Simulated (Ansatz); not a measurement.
**GaSiH4OF (SMILES [OH][GaH][SiH2]F): BHLYP/cc-pVDZ**

Aim: the energy change on altering one bond length of GaSiH4OF at BHLYP/cc-pVDZ, from 2 runs. 

The calculation is run with Ansatz 0.2.0.

101 further runs of the same task are left out: 101 set aside as unsound or not needed. Runs told in other sessions of the task aren't counted.

### 1 The structure to begin with

GaSiH4OF has 8 atoms, charge 0, and is taken as a singlet. As SMILES, `[OH][GaH][SiH2]F`. The coordinates come from a PBE0-D4/def2-TZVP relaxation. This is one conformer, not always the lowest.

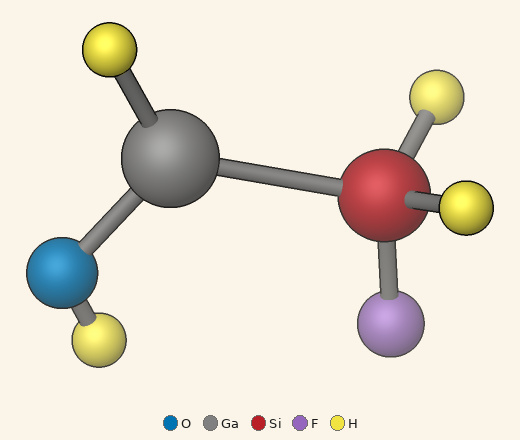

The structure, seen from a chosen angle (oxygen blue, gallium grey, silicon red, fluorine purple, hydrogen yellow).

### 2 A single-point energy at BHLYP/cc-pVDZ

The input, job.yaml:

```yaml
crystal:
  periodic: [false, false, false]
  atoms:
    - {symbol: O, position_ang: [-2.152600, 0.668300, 0.454500]}
    - {symbol: Ga, position_ang: [-0.411400, 1.077100, 0.391700]}
    - {symbol: Si, position_ang: [1.066700, -0.691400, -0.347100]}
    - {symbol: F, position_ang: [0.165400, -1.990600, -0.663200]}
    - {symbol: H, position_ang: [-2.350300, -0.231700, 0.185400]}
    - {symbol: H, position_ang: [-0.099500, 2.542900, 0.831400]}
    - {symbol: H, position_ang: [2.066800, -1.082700, 0.683500]}
    - {symbol: H, position_ang: [1.806900, -0.348800, -1.592100]}
basis:
  gaussian:
    orbitals: cc-pVDZ
hamiltonian:
  xc: {name: BHLYP}
accuracy: high
output: {orbitals: {seedname: orbitals}}
```

On the command line:

```sh
$ ansatz run job.yaml --threads 1 --pin off --max-ram 2610MiB --events-out events.jsonl --progress --plain --runs-dir runs
```

Output:

```text
Warning: RAYON_NUM_THREADS=1 ignored (pool sized by the plan → 1); use --threads N
Functional definition: BHLYP
  name "BHLYP"
  parameter a = 0.5
  exchange = (1 - a)*b88_x + a*exact_x
  correlation = lyp_c
2087 factors; integrals over basis functions are off by at most 4.4e-9 eV
mean field evaluation 1: about -65077.6246 eV, gradient 5.4e1 eV
mean field evaluation 2: about -65068.3023 eV, gradient 8.7e1 eV
mean field evaluation 4: about -65082.7125 eV, gradient 4.3e0 eV
mean field evaluation 8: about -65082.9855 eV, gradient 2.5e-1 eV
mean field evaluation 16: about -65082.9857 eV, gradient 2.8e-5 eV
mean field -65082.98570449 eV, -2391.7556098079 hartree, gradient 2.0e-8 eV, S^2 0.000000; 0 other end points of the search recorded, 0 dependent functions left out
reference -65082.98573315 eV, -2391.7556108611 hartree; 33, 33 occupied and 60, 60 virtual orbitals, 2087 factors
Total energy: -65082.98573315 eV, -2391.7556108611 hartree
```

Run time: 14 s. Hardware: 1 thread of Arm Neoverse V1, shared host; peak memory 0.36 GiB.

### 3 The distorted shape, same level

The input, molecule.yaml:

```yaml
crystal:
  periodic: [false, false, false]
  atoms:
    - {symbol: O, position_ang: [-2.302611, 0.726994, 0.299914]}
    - {symbol: Ga, position_ang: [-0.561411, 1.135794, 0.237114]}
    - {symbol: Si, position_ang: [0.916689, -0.632706, -0.501686]}
    - {symbol: F, position_ang: [0.015389, -1.931906, -0.817786]}
    - {symbol: H, position_ang: [-2.500311, -0.173006, 0.030814]}
    - {symbol: H, position_ang: [-0.249511, 2.601594, 0.676814]}
    - {symbol: H, position_ang: [2.066800, -1.082700, 0.683500]}
    - {symbol: H, position_ang: [1.656889, -0.290106, -1.746686]}
basis:
  gaussian: {orbitals: cc-pVDZ}
hamiltonian: {xc: {name: BHLYP}}
accuracy: high
output: {orbitals: {seedname: orbitals}}
```

On the command line:

```sh
$ ansatz run molecule.yaml --threads 1 --pin off --max-ram 2610MiB --events-out events.jsonl --progress --plain --runs-dir runs
```

Output:

```text
Warning: RAYON_NUM_THREADS=1 ignored (pool sized by the plan → 1); use --threads N
[... 5 set-up lines as earlier in the session ...]
2081 factors; integrals over basis functions are off by at most 4.6e-9 eV
mean field evaluation 1: about -65077.2543 eV, gradient 5.4e1 eV
mean field evaluation 2: about -65067.6165 eV, gradient 8.8e1 eV
mean field evaluation 4: about -65082.3767 eV, gradient 4.4e0 eV
mean field evaluation 8: about -65082.6451 eV, gradient 2.5e-1 eV
mean field evaluation 16: about -65082.6453 eV, gradient 2.8e-5 eV
mean field -65082.64530659 eV, -2391.7431004157 hartree, gradient 2.8e-8 eV, S^2 0.000000; 0 other end points of the search recorded, 0 dependent functions left out
reference -65082.64533550 eV, -2391.7431014783 hartree; 33, 33 occupied and 60, 60 virtual orbitals, 2081 factors
Total energy: -65082.64533550 eV, -2391.7431014783 hartree
```

Wall time 14 s (1 thread of Arm Neoverse V1, shared host); peak memory 0.36 GiB.

### 4 Outcome

Level: BHLYP/cc-pVDZ.

```
                                                          quantity           value
                                         first shape: total energy  -2391.75561 Eh
                                          first shape: HOMO energy        -8.75 eV
                                          first shape: LUMO energy        -0.86 eV
                                        first shape: HOMO–LUMO gap         7.90 eV
                                     distorted shape: total energy  -2391.74310 Eh
                                      distorted shape: HOMO energy        -8.79 eV
                                      distorted shape: LUMO energy        -0.95 eV
                                    distorted shape: HOMO–LUMO gap         7.84 eV
energy change with the Si3–H7 bond stretched from 1.488 to 1.712 Å        0.340 eV
```

In words: With the Si3–H7 bond stretched from 1.488 to 1.712 Å the energy rises by 0.34 eV (32.8 kJ/mol). The first shape isn't relaxed at this level, so the change isn't measured from a minimum.
